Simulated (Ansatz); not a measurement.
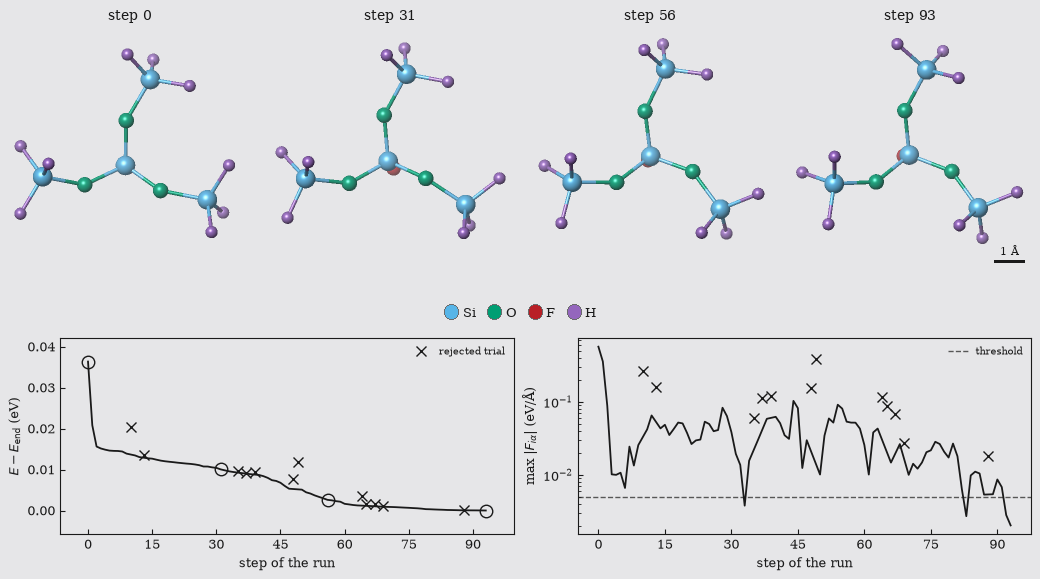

Frames of a relaxation of Si4H9O3F, marked on the history of the run. A ball-and-stick model, seen face on.

It is one of the separated reactants of a reaction.

All numbers below come from Ansatz 0.2.0, RKS PBE0-D4/def2-TZVP.

Input file:
```yaml
crystal:
  periodic: [false, false, false]
  atoms:
    - {symbol: Si, position_ang: [-0.447113, -0.599937, 0.379050]}
    - {symbol: O, position_ang: [0.180045, -1.170395, -0.979197]}
    - {symbol: Si, position_ang: [0.466967, -1.015466, -2.585864]}
    - {symbol: O, position_ang: [0.242778, 0.762278, 0.876890]}
    - {symbol: Si, position_ang: [0.712210, 2.300661, 0.548265]}
    - {symbol: O, position_ang: [-0.323144, -1.714555, 1.528992]}
    - {symbol: Si, position_ang: [0.218524, -2.019740, 3.045594]}
    - {symbol: F, position_ang: [-2.002368, -0.334119, 0.151534]}
    - {symbol: H, position_ang: [1.269723, -2.199036, -2.985032]}
    - {symbol: H, position_ang: [-0.802574, -1.016586, -3.352618]}
    - {symbol: H, position_ang: [1.244426, 0.213578, -2.874183]}
    - {symbol: H, position_ang: [1.433752, 2.378299, -0.744374]}
    - {symbol: H, position_ang: [-0.452089, 3.218502, 0.552527]}
    - {symbol: H, position_ang: [1.637465, 2.694750, 1.640964]}
    - {symbol: H, position_ang: [-0.448504, -1.119305, 4.019977]}
    - {symbol: H, position_ang: [1.687525, -1.814663, 3.114953]}
    - {symbol: H, position_ang: [-0.105985, -3.430025, 3.365348]}
basis:
  gaussian: {orbitals: def2-TZVP}
hamiltonian: {xc: pbe0, dispersion: d4}
relax: {f_tol: 0.005, max_steps: 200}
```

Run as
```bash
ansatz run in.yaml --threads 4 --pin off --events-out ev --progress --plain --max-ram 41984MiB --backend cuda --devices 0, --max-vram 37GiB
```

Describe the path.

Answer. The atom that moves furthest after the best rigid fit is H17 (1.16 Å). By element the largest moves are H 1.16 Å, O 0.90 Å, Si 0.47 Å, F 0.46 Å. Some distances before and after: Si1–F8 1.594 → 1.581 Å, Si1–O2 1.601 → 1.607 Å. Bond angles that change, for instance: O2–Si3–H9 106.4° → 109.9°, O2–Si3–H11 111.1° → 107.7°, O2–Si1–O4 113.4° → 110.7°. Groups turn about Si1–O2 by about 160°, O2–Si3 by about 140°, Si1–O4 by about 30°. The energy falls by 0.036 eV in 81 accepted moves (93 points after the start). The largest force component goes from 0.57 to 0.0021 eV/Å. The line search rejected the trial steps at points 10, 13, 35, 37, 39, 48, 49, 64 and more of the run. The forces were under the threshold at step 33, but the run went on from there. From step 0 to 31: H atoms move most (0.65 Å), energy −0.026 eV. From step 31 to 56: H9 moves most (0.75 Å), energy −0.007 eV. From step 56 to 93: H12 moves most (0.76 Å), energy −0.003 eV.

```csv
step,"E − E(0), eV","largest force component, eV/Å",note
0,0.0000,0.5684,
1,-0.0155,0.3566,
2,-0.0207,0.0887,
3,-0.0212,0.0103,
4,-0.0215,0.0101,
5,-0.0217,0.0108,
6,-0.0218,0.0067,
7,-0.0218,0.0245,
8,-0.0219,0.0135,
9,-0.0225,0.0257,
10,-0.0159,0.2659,rejected
14,-0.0236,0.0435,
19,-0.0245,0.0509,
23,-0.0249,0.0306,
27,-0.0256,0.0413,
32,-0.0266,0.0138,
36,-0.0272,0.0302,
41,-0.0280,0.0512,
45,-0.0296,0.0823,
49,-0.0245,0.3916,rejected
54,-0.0330,0.0916,
58,-0.0341,0.0521,
62,-0.0350,0.0383,
67,-0.0347,0.0675,rejected
71,-0.0355,0.0143,
76,-0.0358,0.0285,
80,-0.0361,0.0270,
84,-0.0362,0.0099,
89,-0.0363,0.0055,
93,-0.0364,0.0021,
```
